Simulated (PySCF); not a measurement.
Coordinates of C₃H₈O, SMILES CCCO (Å):

```xyz
12

C     -1.4951     0.1035     0.2852
C     -0.2010     0.0916    -0.5116
C      1.0127    -0.2864     0.3226
O      2.1962    -0.3647    -0.4236
H     -1.7133    -0.8908     0.7074
H     -1.4443     0.8139     1.1261
H     -2.3525     0.3925    -0.3402
H     -0.2708    -0.6142    -1.3561
H     -0.0291     1.0889    -0.9577
H      1.1078     0.4176     1.1766
H      0.8588    -1.2853     0.7643
H      2.3629     0.5039    -0.8041
```

Simulated rotational absorption lines between 2 and 8 GHz at 5 K: rigid rotor with the equilibrium constants and dipole of one optimised conformer (PBE0-D3(BJ)/def2-SVP, PySCF 2.14.0), commonest isotopes; no centrifugal distortion, hyperfine structure, internal rotation or nuclear-spin weights; lines within 1 MHz of each other are summed. Lines of different type are drawn apart.

Question: What are the rotational constants, and what kind of rotor is it?

Answer: Rotational constants A, B, C = 26.27, 3.789, 3.558 GHz; Ray's κ = −0.98, a near-prolate asymmetric top.

Question: Assign the strongest lines, as J(Ka,Kc).

Answer:
```csv
GHz,upper,lower,type,relative intensity
7.35,"1(0,1)","0(0,0)",a,1.00
6.08,"4(0,4)","3(1,2)",c,0.58
7.46,"4(0,4)","3(1,3)",b,0.14
7.78,"1(1,1)","2(0,2)",b,0.07
6.92,"8(2,7)","9(1,9)",c,0.05
5.13,"7(2,5)","8(1,7)",c,0.05
```

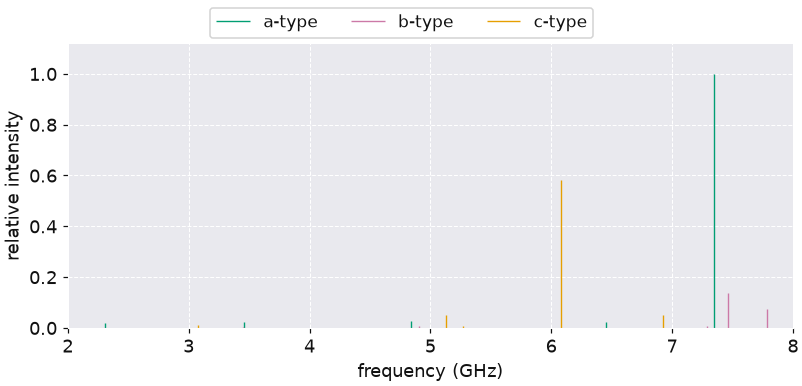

Known limits of this run: coarse grid, loose stop and no frequency check, small forces are noise and the end may be a saddle.
